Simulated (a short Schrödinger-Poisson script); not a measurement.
Structure: MOS inversion layer, SiO2 on p-type Ge(111), at 300 K.

| layer | material | thickness (nm) | Na (cm⁻³) |
|---|---|---|---|
| 1 | SiO2 | 1.6 | - |
| 2 | Ge | 1600 | 6.8e16 |

Constants are typed, rounded textbook-type inputs, not results; the design itself was drawn at random and stands for no fabricated device. SiO2: permittivity 3.9, conduction-band edge (eV) 3.1, gap (eV) 9, electron mass (mₑ) 0.5. Ge: permittivity 16, conduction-band edge (eV) 0, gap (eV) 0.664, Nv at 300 K (cm⁻³) 6e18.

Channel valleys (confinement mass, in-plane density-of-states mass, number): L1 1.59, 0.08, 1; L3 0.09, 0.34, 3. At the gate the conduction-band edge of layer 1 lies 3.43 eV − eVg above the Fermi level of the channel; the field vanishes at the back. Gaps are held at their typed values at every temperature. Mesh 0.03 nm at interfaces.

From a short Schrödinger-Poisson script (our own, NumPy): 1D Poisson equation in equilibrium, electrons quantum, Hartree (BenDaniel-Duke, 12 states a valley, the channel's in-plane mass for all, wave functions free to enter the dielectric), parabolic valleys, classical holes, full ionisation, no traps, pinning or gate leakage.

Only gate voltages with over 1e8 electrons/cm² are shown.

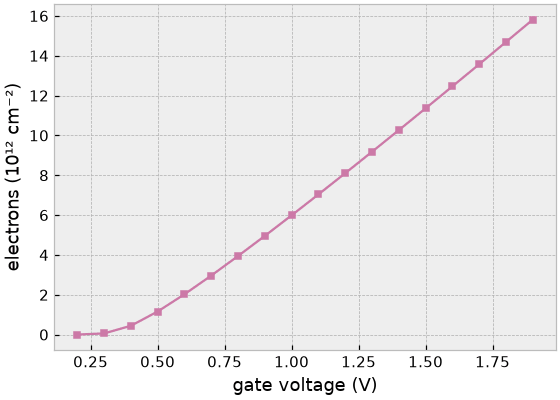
Figure: Sheet density against gate voltage

```tsv
Vg (V)	electrons (cm⁻²)	C (μF/cm²)	L1 E0 (meV)	L1 E1 (meV)	L3 E0 (meV)	L3 E1 (meV)
0.2	2.21e9	0.151	202.7	221.1	236.4	282.5
0.3	5.57e10	0.358	115.5	136.1	152.7	203.5
0.4	4.40e11	0.987	55.6	80.9	99.6	155.7
0.5	1.16e12	1.31	22.3	54.1	75.1	136.7
0.6	2.02e12	1.46	-0.3	38.0	61.0	127.4
0.7	2.96e12	1.55	-18.0	26.4	51.1	121.8
0.8	3.94e12	1.60	-33.2	17.2	43.3	118.0
0.9	4.95e12	1.64	-46.7	9.5	36.8	115.2
1	5.99e12	1.67	-59.1	2.7	31.0	113.1
1.1	7.04e12	1.69	-70.7	-3.4	25.9	111.4
1.2	8.10e12	1.71	-81.6	-8.9	21.1	110.1
1.3	9.18e12	1.73	-91.9	-14.0	16.8	109.0
1.4	1.03e13	1.75	-101.8	-18.7	12.7	108.2
1.5	1.14e13	1.76	-111.2	-23.1	8.8	107.5
1.6	1.25e13	1.77	-120.3	-27.2	5.1	106.9
1.7	1.36e13	1.78	-129.0	-31.1	1.6	106.5
1.8	1.47e13	1.80	-137.5	-34.8	-1.8	106.1
1.9	1.58e13	1.80	-145.7	-38.2	-5.0	105.8
```

Subbands count from the Fermi level.

Only the L valleys are kept; under strong confinement the Δ valleys of Ge fill too.
